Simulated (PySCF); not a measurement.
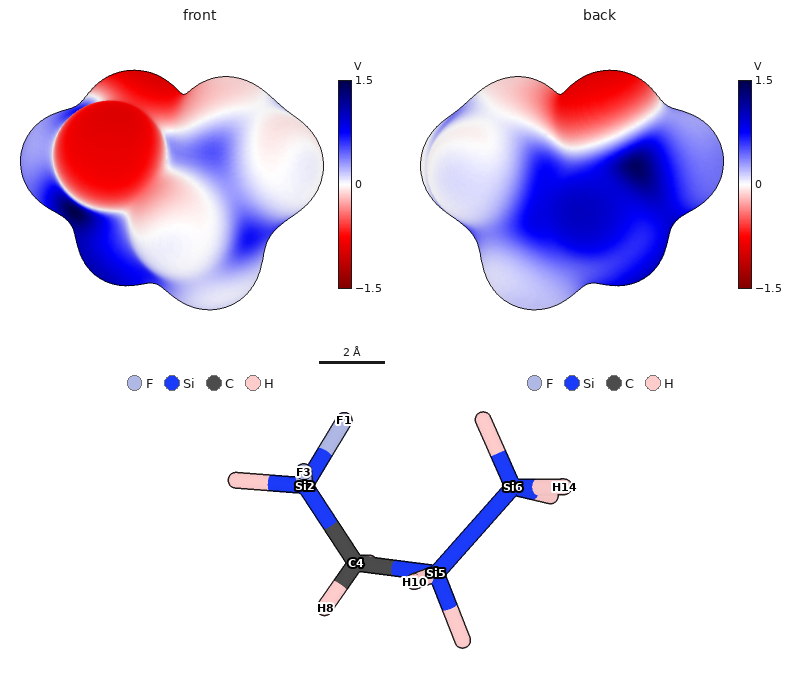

Figure. CH₈F₂Si₃ (SMILES F[SiH](F)C[SiH2][SiH3]). The electrostatic potential painted on the density surface at 0.001 e/bohr³, seen from the front and from behind; red is negative and blue positive. The bare structure is drawn below in the same view.

Geometry: GFN2-xTB.

These are results of PBE0/def2-SVPD, SCF density, gas phase (PySCF 2.14.0), not measurements.

The calculation's input:

```
{"job": {"kind": "uv", "xc": "PBE0", "basis": "def2-SVPD", "nstates": 8, "ntriplets": 3}, "charge": 0, "multiplicity": 1}
F      1.017403    -1.516511     1.639716
Si     1.902488    -0.488749     0.784871
F      1.852580     0.817160     1.711664
C      1.061875    -0.157908    -0.859700
Si    -0.541920     0.899035    -0.756486
Si    -2.209740    -0.116799     0.483488
H      3.263387    -0.972349     0.820068
H      1.758570     0.345799    -1.529170
H      0.826364    -1.109973    -1.336120
H     -0.126739     2.219412    -0.260298
H     -0.918169     1.120558    -2.166651
H     -1.750161    -0.731389     1.727667
H     -2.891403    -1.167305    -0.285588
H     -3.245213     0.858547     0.844448
```

Run with:

```sh
OMP_NUM_THREADS=1 python probes_run.py task.json out
```

Q: Where is the surface potential most negative and most positive?

A: The most negative region (about −0.9 V, or −21 kcal/mol for a unit charge) lies over F1 and F3, the most positive (about +1.4 V, or +32 kcal/mol for a unit charge) over Si2.

Q: What dipole moment does the calculation give?

A: Its dipole moment is 2.50 D.
